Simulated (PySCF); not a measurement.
C₄H₆GaN, SMILES C#CCC#[N+][GaH3-], singlet, geometry in Å:

```xyz
12

C     -3.2236     0.3351     0.8925
C     -2.2753    -0.3824     0.6825
C     -1.1330    -1.2532     0.4291
C      0.0742    -0.5170     0.0639
N      1.0336     0.0483    -0.2266
Ga     2.8325     1.0828    -0.7869
H     -4.0663     0.9764     1.0792
H     -0.8988    -1.8622     1.3199
H     -1.3543    -1.9625    -0.3876
H      3.7960     0.3912     0.2559
H      2.8830     0.5937    -2.2877
H      2.3321     2.5498    -0.4901
```

Vertical TDDFT excitations, LDA/def2-SVPD, PySCF, at a PBE0-D3(BJ)/def2-SVP geometry (no frequency check), gas phase.

### Where does it absorb, and how strongly?

The lowest singlet lies at 4.00 eV (310 nm, f = 0.001); the brightest of the first 10 is S4 at 4.47 eV (277 nm), f = 0.145, mainly HOMO → LUMO+1 (82 %). No singlet lies below 3.1 eV (beyond 400 nm), so at this level no vertical transition falls in the visible.


```
state  E (eV)  λ (nm)      f          main character
   S1    4.00     310  0.001      HOMO → LUMO (98 %)
   S2    4.11     302  0.024    HOMO−1 → LUMO (84 %)
   S3    4.26     291  0.002  HOMO−1 → LUMO+1 (98 %)
   S4    4.47     277  0.145    HOMO → LUMO+1 (82 %)
S5/S6    4.97     249  0.012    HOMO−1/HOMO → LUMO+2
   S7    5.15     241  0.001    HOMO → LUMO+3 (99 %)
   S8    5.20     239  0.030  HOMO−1 → LUMO+3 (96 %)
   S9    5.30     234  0.006    HOMO → LUMO+4 (99 %)
  S10    5.31     233  0.007  HOMO−1 → LUMO+4 (99 %)
```

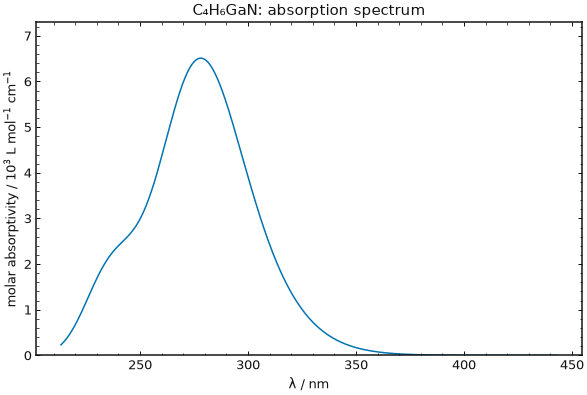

The lowest 10 singlet states are shown; each is broadened by a Gaussian of 1/e half-width 0.40 eV. States within 0.01 eV of each other are merged, with their strengths summed. The highest state may be half of a pair whose partner wasn't computed.

Known limits of this run: core orbitals are frozen in the response.
